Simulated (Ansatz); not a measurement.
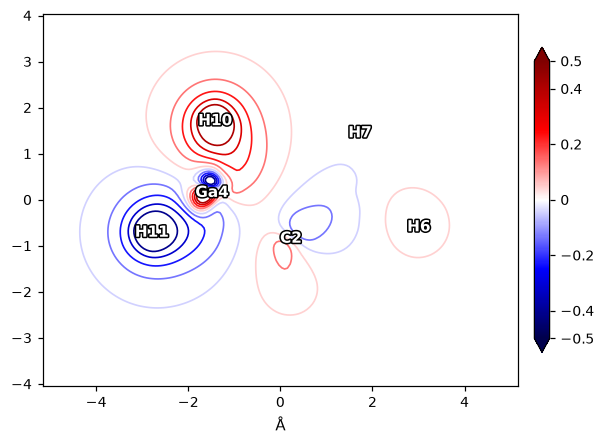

*CH$_{7}$GaSSi. The HOMO−1 on the plane of atoms C2, Ga4 and H10 (values in Å⁻³ᐟ²; the overall sign is arbitrary).*

Geometry: PBE0-D4/def2-TZVP.

Theory: RKS PBE0-D4/def2-TZVPP (Ansatz 0.2.0).

```yaml
atoms:
  - { symbol: Si, position_ang: [-0.9482, 1.4099, -0.1801] }
  - { symbol: C, position_ang: [-0.3959, -0.3109, 0.2682] }
  - { symbol: S, position_ang: [0.8971, -0.2645, 1.5776] }
  - { symbol: Ga, position_ang: [1.0288, -1.1325, -0.8486] }
  - { symbol: H, position_ang: [-1.8353, 1.3165, -1.3696] }
  - { symbol: H, position_ang: [-1.6901, 2.0796, 0.9244] }
  - { symbol: H, position_ang: [0.2424, 2.2362, -0.5130] }
  - { symbol: H, position_ang: [-1.2289, -0.9328, 0.5923] }
  - { symbol: H, position_ang: [0.8141, -1.5473, 1.9736] }
  - { symbol: H, position_ang: [1.9163, -0.1712, -1.6993] }
  - { symbol: H, position_ang: [1.1998, -2.6831, -0.7256] }
```

Where does this orbital lie, and at what energy?

By Hirshfeld shares it lies mainly on Ga4 (about 35 %), H11 (about 30 %) and H10 (about 25 %). Its energy is −8.42 eV.
